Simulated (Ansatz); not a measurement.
Hf (hcp, Mg type), conventional cell a = b = 3.198 Å, c = 5.047 Å, α = β = 90.00°, γ = 120.00°. The calculation uses the primitive cell of 2 atoms, to which meshes and values per cell refer.

This relaxed cell (volume V₀) is scaled evenly in all directions, its shape held. Symmetry pins the atoms to their sites.

Calculation: r2SCAN (plane waves to 500 eV, PAW, scalar-relativistic; Ansatz, a quantum-chemistry and plane-wave program). k mesh 17×17×9 (Γ-centred), Fermi-Dirac smearing 0.05 eV. The energy includes the smearing's −TS. With the shape held, the modulus is that of even scaling; a crystal free to change shape is softer. Hf is run without spin polarisation. Hf was relaxed with its symmetry unable to fall. Spin-orbit coupling is left out, though Hf is heavy. The PAW data are Ansatz's earlier set. ΔE is measured from the relaxed starting cell.

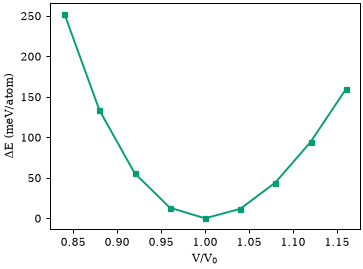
Fig. 1. ΔE (meV/atom) against V/V₀; computed points joined by lines.

Problem. What is ΔE at V/V₀ = 0.840?

Solution. About 250 meV/atom.

Problem. What is ΔE at V/V₀ = 1.160?

Solution. About 160 meV/atom.

Problem. What bulk modulus at fixed cell shape B₀ follows from a third-order Birch-Murnaghan fit?

Solution. About 110 GPa.

(A scan under strain: stresses follow from slopes of the energy per volume, elastic moduli from its curvatures.)
